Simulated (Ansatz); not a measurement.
# Pressure series in LiTaO3

Consider LiTaO3 (space group P4/mbm, No. 127; a = 5.3692 Å, c = 3.9149 Å; a cell from a computed database, its experimental status unchecked).

Cell and atoms are relaxed at each pressure.

Computed with PBEsol, PAW, 420 eV (Ansatz, a quantum-chemistry and plane-wave program; no SOC).

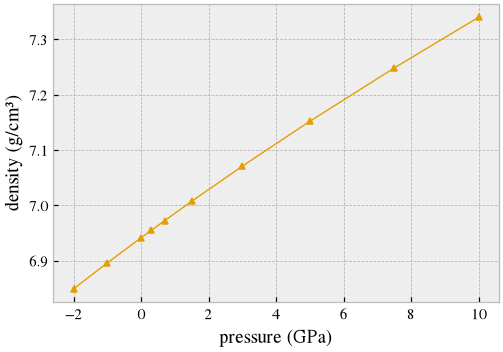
Fig. 1. Density against pressure

### Question
From the plot, what is the density for pressure 10 GPa?

### Answer
About 7.34 g/cm³.

### Question
Is the trend monotonic over the range shown?

### Answer
Yes, it rises throughout, spanning 6.85 g/cm³ to 7.34 g/cm³.

Load acts through the strain it causes; cell and atoms are relaxed under it. Stability against distortions was not tested. No other phases were tried under pressure.
